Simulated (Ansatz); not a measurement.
# TePb (Fm-3m): a many-body input that goes wrong, and its mend

Aim: the G0W0 gap of TePb (Fm-3m). The first input has a fault.

Program: Ansatz 0.2.0. Level of theory: G0W0 on PBE, plane waves, PAW. Results are calculated unless marked as measured.

### 1. Starting point

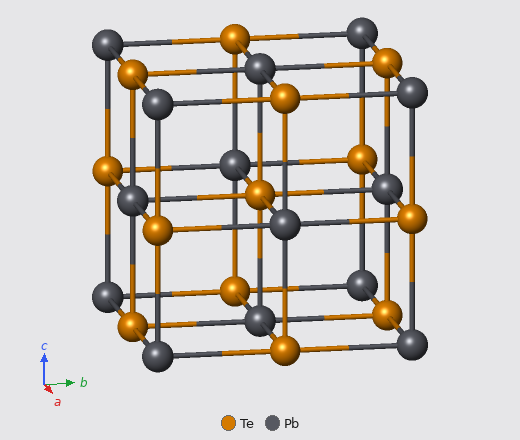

The starting structure, seen slightly off an axis (tellurium orange, lead dark grey). This picture shows the conventional cell, with its axes. Some periodic images of atoms are drawn too.

As a file:

```cif
data_structure
_symmetry_space_group_name_H-M 'Fm-3m'
_symmetry_Int_Tables_number 225
_cell_length_a 6.4620
_cell_length_b 6.4620
_cell_length_c 6.4620
_cell_angle_alpha 90.000
_cell_angle_beta 90.000
_cell_angle_gamma 90.000
_cell_volume 269.84
loop_
_atom_site_label
_atom_site_type_symbol
_atom_site_symmetry_multiplicity
_atom_site_Wyckoff_symbol
_atom_site_fract_x
_atom_site_fract_y
_atom_site_fract_z
_atom_site_occupancy
Te1 Te 4 b 0.50000 0.00000 0.00000 1
Pb1 Pb 4 a 0.00000 0.00000 0.00000 1
```

The cell and positions come from the Crystallography Open Database and are kept as given unless a step says otherwise. Spin-orbit coupling is left out unless a step names it. The default PAW set here is soft_2. Its files were made with PBE.

### 2. First try

input.yaml

```yaml
crystal:
  lattice:
    - [0.0, 3.231, 3.231]
    - [3.231, 0.0, 3.231]
    - [3.231, 3.231, 0.0]
  atoms:
    - { symbol: Te, position: [0.5, 0.5, 0.5] }
    - { symbol: Pb, position: [0.0, 0.0, 0.0] }
kpoints:
  mp_grid: { grid: [2, 2, 2] }
hamiltonian:
  xc: pbe
scf:
  occupations: { method: fixed }
gw:
  n_empty_bands: 109
  ecut_chi: 80
  qp_bands: [v2, c2]
  qp_kpoints: band_edges
  screening: { model: contour_deformation }
```

Run with:

```bash
> ansatz run input.yaml --threads 3 --pin off --max-ram 92160MiB --backend cuda --events-out ev --progress --plain --runs-dir out --devices 1 --max-vram 13GiB
```

Numbers of over 12 decimals in the logs are rounded to 6 here.

The log of the run:

```text
GPUs: using 1 of 1 available (devices: 1).
Engine: ansatz 0.2.0, x86_64-unknown-linux-gnu
Pseudopotentials: kind: paw
Pseudopotential: Te, paw, valence charge 16, recommended cutoff 420 eV (normal), Te.paw.azcp
Pseudopotential: Pb, paw, valence charge 14, recommended cutoff 420 eV (normal), Pb.paw.azcp
Functional definition: PBE
  parameter kappa = 0.804
  parameter beta = 0.066725
  exchange = pbe_x(kappa = kappa, mu = beta*pi^2/3)
  correlation = pbe_c(beta = beta)
device memory: the entry about to start is reckoned to put 1.0 GiB on a device that reports 48.6 GiB free (of which the cap on the GPU budget leaves the run 13.0 GiB)
GPU FFT provider: cuFFT
GPU libraries: cuBLAS 13.8.2, cuFFT 12.4.0, cuSOLVER 12.3.4
Crystal: 2 atoms, lattice volume = 67.459 Å³
Basis set: ecut = 420 eV, 1363 PW (Γ)
Bands: 19, of which v1, the nominal top of the filled ones, is band 15 counted from 1 (14 counted from 0)
Symmetry: 48 space group operations
Space group: Fm-3m (ITA 225), of the structure as read, at distance tolerance 4.1e-5 Å
k-points: 3 of 8
Non-local potential: Te, projectors of the file, l = 0: 2, l = 1: 2, l = 2: 2, l = 3: 2
Non-local potential: Pb, projectors of the file, l = 0: 2, l = 1: 2, l = 2: 2, l = 3: 2
PAW form: soft (Blöchl's): semilocal exchange-correlation on the pseudo side does not see the compensation charge
PAW one-centre angular grid: Te, 590 points (default); XC on 64 Gauss nodes
PAW one-centre angular grid: Pb, 590 points (default); XC on 64 Gauss nodes
Initial density: superposition of atomic densities (neutral atoms: chi_scale 0, normalization atom), corrected by the library's trained network
Initial wavefunctions: pseudopotential atomic-orbital guess
GPU buffer pool allocated for 32768 grid points (all kernels)
GPU transforms: local potential and band sums: pruned to the plane-wave sphere, on 30×32×32
Functional: x = pbe(κ = 0.804, μ = 0.219515), c = pbe(β = 0.066725)
SCF iter   1: F=—  HF=-18885.595854 eV  |F-HF|=—  |Δ(HF+E_count)|=         —  Δρ=1.38e-2  dr2=3.11e-1  ethr=1.77e-3  ⟨swp⟩=4.7  Hψ=237  notcnv=0  defer=5
preconditioner: auto → none  [insulator: Δε(μ)=0.728 eV  Ē_g=14.707 eV  n_scr=14 (ndim 8)  ℏωp=20.2 eV  f_vac=0.014  ε∞_Penn≈2.9]
SCF iter   2: F=—  HF=-18885.499117 eV  |F-HF|=—  |Δ(HF+E_count)|=   9.67e-2  Δρ=4.13e-3  dr2=9.58e-3  ethr=1.04e-3  ⟨swp⟩=3.0  Hψ=110  notcnv=0  defer=3
SCF iter   3: F=—  HF=-18885.496058 eV  |F-HF|=—  |Δ(HF+E_count)|=   3.06e-3  Δρ=2.14e-3  dr2=2.13e-3  ethr=3.19e-5  ⟨swp⟩=3.0  Hψ=120  notcnv=0  defer=3
SCF iter   4: F=—  HF=-18885.496571 eV  |F-HF|=—  |Δ(HF+E_count)|=   5.13e-4  Δρ=8.73e-4  dr2=4.52e-4  ethr=7.10e-6  ⟨swp⟩=2.0  Hψ=74  notcnv=0  defer=3
SCF iter   5: F=—  HF=-18885.496630 eV  |F-HF|=—  |Δ(HF+E_count)|=   5.87e-5  Δρ=2.12e-4  dr2=2.45e-5  ethr=1.51e-6  ⟨swp⟩=3.0  Hψ=96  notcnv=0  defer=3
SCF iter   6: F=—  HF=-18885.496634 eV  |F-HF|=—  |Δ(HF+E_count)|=   3.99e-6  Δρ=2.42e-5  dr2=3.16e-7  ethr=8.15e-8  ⟨swp⟩=2.3  Hψ=81  notcnv=0
SCF iter   7: F=-18885.496634 eV  HF=-18885.496634 eV  |F-HF|=2.31e-9  |Δ(HF+E_count)|=   1.28e-7  Δρ=2.58e-6  dr2=3.00e-9  ethr=3.33e-10  ⟨swp⟩=5.7  Hψ=257  notcnv=0
SCF 1 converged in 7 iterations: F = -18885.496634 eV  dr2 = 3.00e-9
[...]
device memory: the entry about to start is reckoned to put 1.4 GiB on a device that reports 49.4 GiB free (of which the cap on the GPU budget leaves the run 13.0 GiB)
NSCF: frozen V_eff on 3 k-points
[...]
device memory: the entry about to start is reckoned to put 2.8 GiB on a device that reports 49.9 GiB free (of which the cap on the GPU budget leaves the run 13.0 GiB)
NSCF: frozen V_eff on 3 k-points
G₀W₀ screening: q 1/3
[... further progress lines ...]
device memory: the entry about to start is reckoned to put 0.3 GiB on a device that reports 49.8 GiB free (of which the cap on the GPU budget leaves the run 13.0 GiB)
NSCF: frozen V_eff on 1 k-points
device memory: the entry about to start is reckoned to put 0.3 GiB on a device that reports 49.8 GiB free (of which the cap on the GPU budget leaves the run 13.0 GiB)
NSCF: frozen V_eff on 1 k-points
SCF converged after 7 iterations
Free energy (F): -18885.496634 eV
Harris-Foulkes:  -18885.496634 eV  (|F-HF|=2.31e-9)
Internal energy: -18885.496634 eV  (E = F + TS)
E sigma→0 (E₀):  -18885.496634 eV
Fermi energy:    8.901009 eV
--- Per-component energies (eV) ---
  E_band       = -307.376263
  E_kinetic    = 471.208172
  E_local      = -2393.853348  (includes V_loc(G=0)·N_el)
  E_nonlocal   = 40.572730
  E_hartree    = 1261.818749
  E_xc         = -347.066595
  E_vxc        = -238.916627  (∫ρ·V_xc dr)
  E_paw        = -15065.257032  (= ΣΔE_a)
  E_vpaw       = -710.025755  (= ΣTr[D̂ρ^β])
  E_aug_tail   = -0.000146  (compensation charges beyond the density's cutoff)
  E_ewald      = -2852.919164
  E_smearing   = -0.000000  (= −TS)
  E_closure    = 0.000000  (closes the sum)
  Σ components = -18885.496634   (vs F -18885.496634, Δ=0.00e0)
--- Band table (eV) ---
  k-point 0: bands = [... 11 lower, 3.1892, 7.6259, 7.6259, 7.6259, 12.7741, 12.7741, 12.7741, 14.6145]
  k-point 1: bands = [... 11 lower, -0.0084, 8.1643, 8.1643, 8.9010, 9.4987, 9.9106, 9.9106, 17.2776]
  k-point 2: bands = [... 11 lower, 1.3240, 4.3560, 6.0994, 6.0994, 12.0799, 14.2708, 14.2708, 15.6366]
--- G₀W₀: contour deformation, 7 samples at zero and on the imaginary axis and 1 off it, 8 q-points, 109 empty bands' worth ---
  eigenvalues of the whole cell's RPA ε∞ on this k-mesh (on a slab, of 1 + 4πα/V) = 363.4414, 363.4414, 363.4414; static W/v taken at q = 0 is 0.002751
  bands read: the sum over 124 bands ends inside a degenerate multiplet in 1 slot, whose members it reads at an even weight; the widest, k=0: bands 124 to 126 (counted from 1) at 1/3 each
  gw.qp_kpoints: band_edges: 3 of 3 stored k-points solved, in 1 pass; an edge of the gap read off the rows below is read off those points alone
    ik  band        ε_KS         Σx   Σc(E_QP)       V_xc       Z   E_QP_lin       E_QP  E_QP is
     0    14      7.6259   -15.8409     2.3391   -13.1841  0.7827     7.3071     7.3082  root
     0    15      7.6259   -15.8409     2.3391   -13.1841  0.7827     7.3071     7.3082  root
     0    16     12.7741    -8.0880    -4.7694   -12.8902  0.7839    12.8079    12.8068  root
     0    17     12.7741    -8.0880    -4.7694   -12.8902  0.7839    12.8079    12.8068  root
     1    14      8.1643   -16.4350     2.3371   -13.7029  0.7922     7.7681     7.7693  root
     1    15      8.9010   -16.1728     1.6209   -14.2801  0.7999     8.6292     8.6294  root
     1    16      9.4987    -7.2334    -4.1240   -11.3565  0.8097     9.4979     9.4979  root
     1    17      9.9106    -7.6348    -3.9669   -11.6354  0.8084     9.9442     9.9442  root
     2    14      6.0994   -14.8930     2.5292   -11.9739  0.7659     5.7067     5.7095  root
     2    15      6.0994   -14.8930     2.5292   -11.9739  0.7659     5.7067     5.7095  root
     2    16     12.0799    -4.6662    -4.3427    -8.6372  0.8115    11.7097    11.7082  root
     2    17     14.2708    -9.2637    -5.0162   -14.3104  0.6921    14.3012    14.3012  root
```

Elapsed: 5.9 s, on 1 × NVIDIA H100 80GB HBM3 (shared by 6 runs) with 3 threads of AMD EPYC 7R13 (Zen 3), shared host; peak memory 1.1 GiB.

In the SCF lines HF is the Harris–Foulkes energy and dr2 the Hartree energy of the density residual, in eV; the loop may stop once dr2 is under the threshold and the program's other checks hold. Hψ counts applications of the Hamiltonian.

Q: What is the fault?

The run ended normally, though the input holds a fault or crude settings.

The fault: G0W0 on a mesh far too coarse. So few points can't sample the density or the screening, and the band edges may lie elsewhere in the zone.

It printed a gap of 0.87 eV, which is an artefact of the settings.

### 3. A better input

G0W0 replaces the xc potential by the self-energy, built once from these orbitals. Only a window of levels is corrected, while the sums run over the empty bands that the input names.

input.yaml, the sections that differ from step 2:

```yaml
kpoints:
  mp_grid: { grid: [4, 4, 4] }
gw:
  n_empty_bands: 201
  ecut_chi: 120
  qp_bands: [v2, c2]
  qp_kpoints: band_edges
  screening: { model: contour_deformation }
# crystal, hamiltonian, scf: as in step 2
```

The log of the run:

```text
GPUs: using 1 of 1 available (devices: 1).
[...]
GPU FFT provider: cuFFT
GPU libraries: cuBLAS 13.8.2, cuFFT 12.4.0, cuSOLVER 12.3.4
Crystal: 2 atoms, lattice volume = 67.459 Å³
Basis set: ecut = 420 eV, 1363 PW (Γ)
Bands: 19, of which v1, the nominal top of the filled ones, is band 15 counted from 1 (14 counted from 0)
Symmetry: 48 space group operations
[...]
k-points: 8 of 64
[...]
GPU buffer pool allocated for 32768 grid points (all kernels)
[...]
SCF iter   1: F=—  HF=-18887.158629 eV  |F-HF|=—  |Δ(HF+E_count)|=         —  Δρ=5.73e-4  dr2=2.01e-4  ethr=1.77e-3  ⟨swp⟩=4.9  Hψ=637  notcnv=0  defer=13
[...]
SCF iter   6: F=-18887.156852 eV  HF=-18887.156852 eV  |F-HF|=1.14e-7  |Δ(HF+E_count)|=   1.30e-7  Δρ=1.11e-5  dr2=9.07e-8  ethr=3.33e-10  ⟨swp⟩=5.1  Hψ=730  notcnv=0
SCF 1 converged in 6 iterations: F = -18887.156852 eV  dr2 = 9.07e-8
[...]
2    14      7.8071   -15.6667     1.4591   -13.7664  0.7371     7.3599     7.3660  root
     2    15      8.7024   -15.4124     0.5389   -14.5302  0.7579     8.3566     8.3591  root
     2    16      9.4321    -8.0441    -3.4093   -11.3153  0.7726     9.2944     9.2941  root
     2    17      9.9715    -8.4711    -3.3368   -11.6870  0.7655     9.8509     9.8506  root
     5    14      7.6159   -15.1905     1.4074   -13.3492  0.7353     7.1758     7.1822  root
     5    15      8.0764   -14.5116     0.6981   -13.4450  0.7513     7.7045     7.7079  root
     5    16     10.3778    -9.5562    -3.4398   -12.9047  0.7597    10.2868    10.2865  root
     5    17     10.4826    -9.2081    -3.3980   -12.5130  0.7573    10.3897    10.3894  root
     7    14      4.9120   -14.5507     2.8128   -11.3363  0.6764     4.5007     4.5104  root
     7    15      8.3396   -15.7510     1.0010   -14.3615  0.7477     7.9475     7.9511  root
     7    16     10.3712    -8.7103    -3.5852   -12.2213  0.7613    10.2971    10.2969  root
     7    17     13.9228    -7.2188    -4.6524   -11.7456  0.7332    13.7975    13.7971  root
[key lines of the parts left out:]
SCF converged after 6 iterations
Free energy (F): -18887.156852 eV
Fermi energy:    8.702420 eV
```

It took 6 s on 1 × NVIDIA H100 80GB HBM3 (shared by 6 runs) with 3 threads; peak memory 1.1 GiB.

Numbers from this step:

```yaml
bands_summed: 216
rpa_eps_infinity_on_this_mesh_eigenvalues: 39.10, 39.10, 39.10
plane_waves_in_the_screening_matrix: 181
q_points_in_the_mesh: 64
g0w0_gap_on_the_mesh: 0.9349 eV
k_of_the_valence_top: 0, 0, -0.5
k_of_the_conduction_bottom: 0, 0, -0.5
starting_gap_on_the_mesh: 0.7297 eV
z_at_the_valence_top: 0.7579
z_at_the_conduction_bottom: 0.7726
least_direct_g0w0_gap_on_the_computed_points: 0.9349 eV
```

The gap on the mesh goes from 0.73 eV to 0.93 eV, a correction of +0.21 eV. Between the two edge states, bare exchange in place of the xc potential would open the gap by 4.15 eV, and correlation takes back 3.95 eV.

### 4. Summary of results

| Property | Result |
| --- | --- |
| first try | converged after 5.9 s |
| better run | G0W0 gap on the mesh 0.93 eV (4×4×4 mesh, 201 empty bands, screening to 120 eV) |

In words: The second run differs in: mesh, empty bands and screening cutoff (eV). Bands and cutoff are finite, so the gap is not at the basis limit. The miss can reach some tenths of an eV and take either sign; the mesh is an error of its own. The 4×4×4 mesh is coarse for this cell (its supercell is 18 Å along the shortest edge). The RPA ε∞ on it, from the PBE start, is 39.10; such meshes misread the long-range screening, most where the gap is narrow. Where an edge is built on 6p states of lead, bismuth or thallium, scalar-relativistic gaps usually stand too wide, by a few tenths to over one eV. With atoms this heavy and so narrow a gap, spin-orbit coupling can invert the bands. These scalar-relativistic gaps are then model values, not to be set against experiment, and a spin-orbit change taken from DFT can't simply be added. The RPA ε∞ on this mesh reaches over 25; with a narrow direct gap a coarse mesh can overstate it, and the correction is then too small.

[Paths, hosts, dates, memory and timing lines, banners, echoed tables and standing remarks are left out of the program output.]

[Logs are printed without paths, hosts, clocks, repeated set-up lines and the standing remarks that a program may print on its own settings, such as how far it seeks lower states.]

[Runs of the session that timed out or met a known fault of the program may be left out.]

[Cells called generated may have been cut or substituted from an entry of the Crystallography Open Database or the Materials Project.]

[Hosts, paths, dates, database ids (printed as entryN), source tags and the programs' standing remarks are cut or masked in the printed files.]
